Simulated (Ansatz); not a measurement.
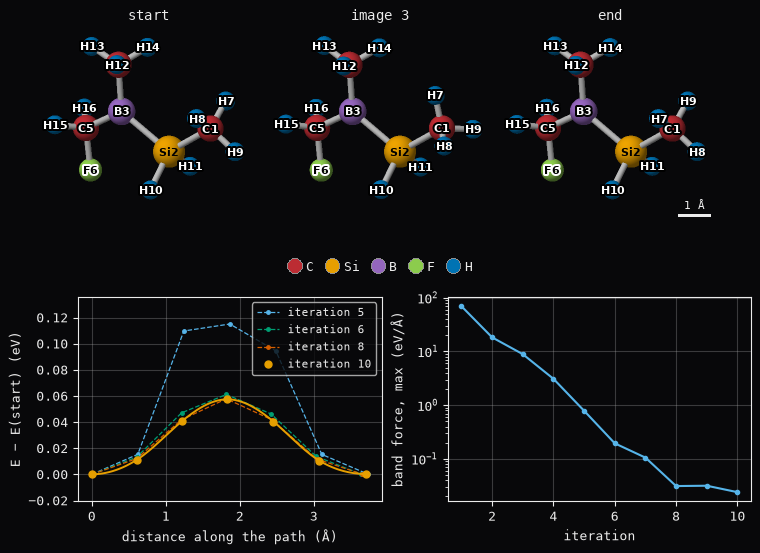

A search for the minimum-energy path of C3H10BFSi by the nudged elastic band. Images are numbered from 0 (start) to 6 (end). The plot follows the band through its iterations. Style: ball-and-stick. Shown at a tilt.

All numbers below come from RKS B3LYP/6-31G* (Ansatz 0.2.0).

Input file:
```yaml
crystal:
  periodic: [false, false, false]
  atoms:
    - { symbol: C, position_ang: [0.820968, -2.346116, -0.375392] }
    - { symbol: Si, position_ang: [0.494112, -0.950356, 0.870271] }
    - { symbol: B, position_ang: [-0.277855, 0.751278, 0.059344] }
    - { symbol: C, position_ang: [-0.588776, 0.926713, -1.473748] }
    - { symbol: C, position_ang: [-0.578263, 1.956843, 1.017889] }
    - { symbol: F, position_ang: [-0.266539, 1.735182, 2.366111] }
    - { symbol: H, position_ang: [-0.100229, -2.650866, -0.88532] }
    - { symbol: H, position_ang: [1.539674, -2.036638, -1.142967] }
    - { symbol: H, position_ang: [1.230782, -3.230232, 0.125434] }
    - { symbol: H, position_ang: [1.772273, -0.616115, 1.568783] }
    - { symbol: H, position_ang: [-0.445407, -1.449821, 1.919867] }
    - { symbol: H, position_ang: [0.336489, 0.79553, -2.055527] }
    - { symbol: H, position_ang: [-1.033216, 1.888219, -1.760857] }
    - { symbol: H, position_ang: [-1.252559, 0.123878, -1.826728] }
    - { symbol: H, position_ang: [-0.027554, 2.852867, 0.682889] }
    - { symbol: H, position_ang: [-1.6468, 2.227034, 0.954349] }
basis:
  gaussian: { orbitals: "6-31G*" }
hamiltonian:
  xc: b3lyp
neb:
  order_check: false
  images: 5
  f_tol: 0.03
  max_iterations: 60
  initial_path: linear
  final_atoms:
    - { symbol: C, position_ang: [0.85876323, -2.33157665, -0.38204013] }
    - { symbol: Si, position_ang: [0.57276585, -0.91988536, 0.85517594] }
    - { symbol: B, position_ang: [-0.30050415, 0.74138226, 0.06324967] }
    - { symbol: C, position_ang: [-0.70866729, 0.87918501, -1.4503436] }
    - { symbol: C, position_ang: [-0.57119376, 1.95875061, 1.01590135] }
    - { symbol: F, position_ang: [-0.15352033, 1.7793214, 2.34157281] }
    - { symbol: H, position_ang: [1.51932268, -2.01952779, -1.19898848] }
    - { symbol: H, position_ang: [1.32291509, -3.1946288, 0.10790393] }
    - { symbol: H, position_ang: [-0.0837396, -2.67025554, -0.82705257] }
    - { symbol: H, position_ang: [1.88275364, -0.53758461, 1.46404979] }
    - { symbol: H, position_ang: [-0.2835987, -1.42208881, 1.97255276] }
    - { symbol: H, position_ang: [0.20508755, 0.84758853, -2.06508391] }
    - { symbol: H, position_ang: [-1.25274784, 1.79524944, -1.71342859] }
    - { symbol: H, position_ang: [-1.29914359, 0.01664442, -1.78846379] }
    - { symbol: H, position_ang: [-0.08054951, 2.86602165, 0.62311525] }
    - { symbol: H, position_ang: [-1.65084326, 2.18880425, 1.02627756] }
```

Command:
```bash
ansatz run input.yaml --threads 2 --pin off --max-ram 3072MiB --backend cpu --events-out ev --progress --plain --runs-dir out
```

> Did the band converge, and can the barrier be trusted?

The run is converged, with reservations. The band converged in 10 iterations. The largest component of the band force went from 69 to 0.024 eV/Å. The climbing image converged on the top of the path. Its curvatures weren't checked. The straight starting path can push atoms close together and costs iterations. The first iteration put the highest image at 24.735 eV. The barrier is about 0.057 eV in both directions, with image 3 at the top; the ends have the same energy.
